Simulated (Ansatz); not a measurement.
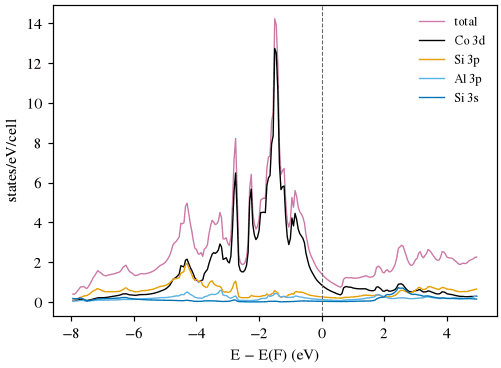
Fig. 1. Total and projected density of states of AlCo2Si2 in space group P-3m1 (No. 164; Al on 1a, Co on 2d, Si on 2d), plane-wave PAW r²SCAN (Ansatz code)

Task: Which orbitals carry the states next to the Fermi level?

Result: Within 0.5 eV of the Fermi level: Co 3d 64 %, Si 3p 17 %, Al 3p 8 %, outside the projected shells 7 %. Projections are on Löwdin-orthogonalised atomic valence shells; empty p or d shells of many metals are not among them.

Task: Where is the tallest occupied peak in this window, and what makes it?

Result: Near -1.5 eV, about 14 states/eV per cell; the largest projected share is Co 3d.

The workflow started from a Materials Project entry (that database holds measured and hypothetical structures alike); the Crystallography Open Database copy checked does not list it. Whether it is the stable phase at ambient conditions was not checked. The cell was relaxed with r²SCAN under the symmetry of its start; its stability against distortions is not shown here. The run is not spin-polarised.

Potentials: the later of the program's two PAW sets.
